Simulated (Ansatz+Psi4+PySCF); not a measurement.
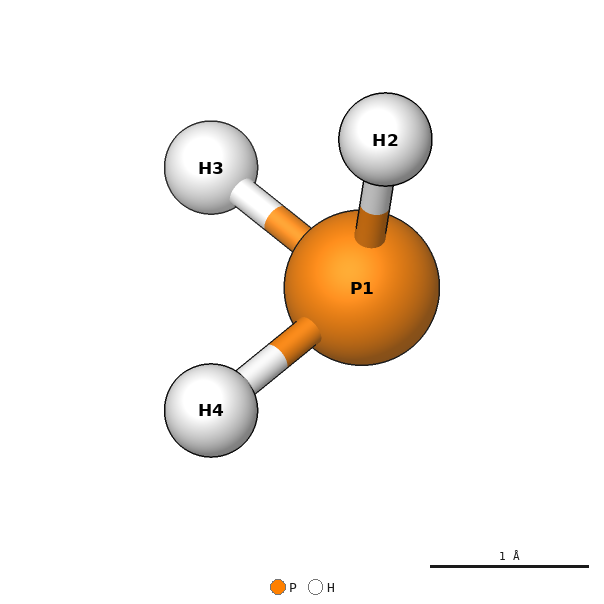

The species has charge +1 and is a spin doublet. Geometry: a fixed input geometry, not necessarily a minimum. Basis: cc-pVTZ on H; cc-pV(T+d)Z on P. Computed at fixed atoms with Ansatz, Psi4, PySCF. R, U and RO name restricted, unrestricted and restricted open-shell orbitals; core potentials come with def2 and Stuttgart sets past Kr, some runs use density fitting (about 1 meV), and each entry rests on the lowest determinant that the runs found.

```xyz
4
charge 1, multiplicity 2
P     0.0000    0.0000    0.1246
H     0.0000    1.2006   -0.6231
H     1.0398   -0.6003   -0.6231
H    -1.0398   -0.6003   -0.6231
```

Give total energies (hartree), correlation energies and ⟨S²⟩ of the determinant for RO-CCSD(T) (5 frozen); RO-MP2 (5 frozen); ROHF; U-CCSD(T) (5 frozen); U-MP2 (5 frozen); UHF.

```csv
method,energy (Eh),correlation (mEh),⟨S²⟩
ROHF,-342.1449,–,0.75
UHF,-342.1472,–,0.76
RO-MP2 (5 frozen),-342.2799,-134.9,0.75
U-MP2 (5 frozen),-342.2800,-132.8,0.76
RO-CCSD(T) (5 frozen),-342.3118,-166.9,0.75
U-CCSD(T) (5 frozen),-342.3119,-164.7,0.76
```
